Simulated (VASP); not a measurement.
Band structure of Cs (bcc). All values below come from PBE GGA with D4 dispersion, VASP's PBE PAW potentials (set 64) (plane waves; VASP 6.6.1).

Unless said otherwise, spin-orbit coupling is left out, though it shifts the bands of the heavy elements here.

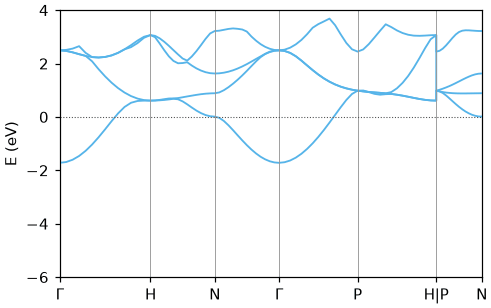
*Bands along high-symmetry lines, zero at the valence-band maximum or, without a gap, the Fermi level*

Q: Read the plot: is there a gap, and where are the band edges?

A: It has no gap at this level: it comes out as a metal or semimetal. (Edges off the drawn lines would not show.)

The compound is Cs in the bcc structure. It was relaxed first.
